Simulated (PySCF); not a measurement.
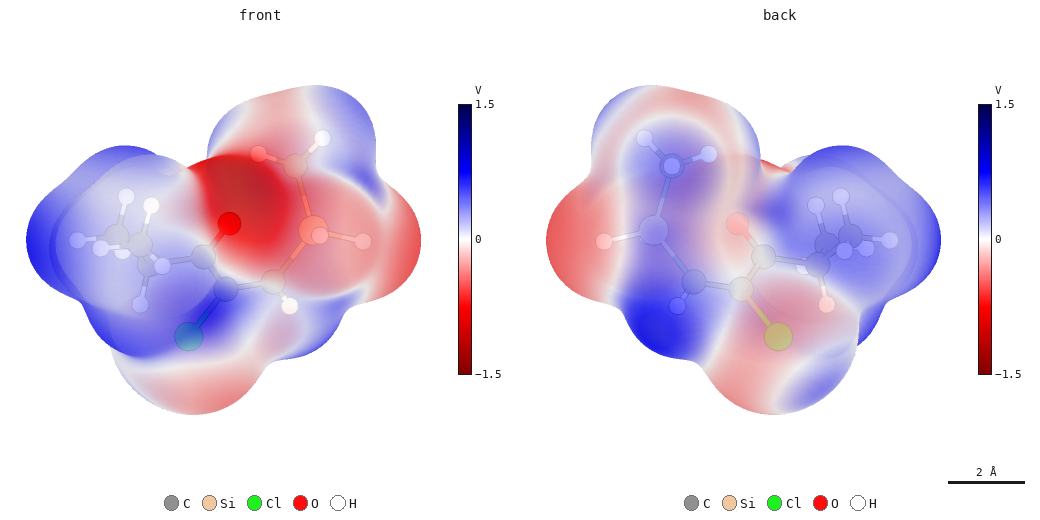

Figure 1: C$_{7}$H$_{13}$ClOSi (SMILES C[SiH2]/C=C(/Cl)C(=O)C(C)C). The electrostatic potential painted on the density surface at 0.001 e/bohr³, seen from the front and from behind; the colour scale runs from red (negative) to blue (positive).

Geometry: GFN2-xTB.

These are results of PBE0/pcSseg-1, SCF density, gas phase, non-relativistic (PySCF), not measurements.

```yaml
atoms:
  - { symbol: C, position_ang: [2.4739, 1.7217, -0.7326] }
  - { symbol: Si, position_ang: [2.5899, 0.5421, 0.7528] }
  - { symbol: C, position_ang: [1.9443, -1.1884, 0.3136] }
  - { symbol: C, position_ang: [0.6448, -1.4427, 0.1941] }
  - { symbol: Cl, position_ang: [0.0410, -3.0290, -0.2018] }
  - { symbol: C, position_ang: [-0.3249, -0.3609, 0.4183] }
  - { symbol: O, position_ang: [0.1039, 0.7459, 0.6841] }
  - { symbol: C, position_ang: [-1.8011, -0.6404, 0.2684] }
  - { symbol: C, position_ang: [-2.1283, -0.5258, -1.2271] }
  - { symbol: C, position_ang: [-2.6238, 0.3511, 1.0849] }
  - { symbol: H, position_ang: [2.9459, 1.2868, -1.6094] }
  - { symbol: H, position_ang: [1.4499, 1.9699, -0.9857] }
  - { symbol: H, position_ang: [2.9948, 2.6458, -0.5044] }
  - { symbol: H, position_ang: [4.0381, 0.2699, 0.9210] }
  - { symbol: H, position_ang: [2.1200, 1.0237, 2.0473] }
  - { symbol: H, position_ang: [2.6531, -1.9867, 0.1603] }
  - { symbol: H, position_ang: [-2.0116, -1.6610, 0.5988] }
  - { symbol: H, position_ang: [-1.5621, -1.2508, -1.8067] }
  - { symbol: H, position_ang: [-3.1886, -0.7075, -1.3846] }
  - { symbol: H, position_ang: [-1.8890, 0.4731, -1.5855] }
  - { symbol: H, position_ang: [-2.3767, 1.3697, 0.7972] }
  - { symbol: H, position_ang: [-3.6849, 0.1846, 0.9185] }
  - { symbol: H, position_ang: [-2.4133, 0.2359, 2.1456] }
```

**Where is the surface potential most negative and most positive?**

The most negative region (about −1.1 V) lies over O7, the most positive (about +0.8 V) over C6 and H16. Cl5 shows a σ-hole: about +0.4 V at the tip opposite its bond, against about −0.1 V on its flanks. O7 is the likeliest acceptor of a hydrogen bond.

**What dipole moment does the calculation give?**

Its dipole moment is 1.80 D.
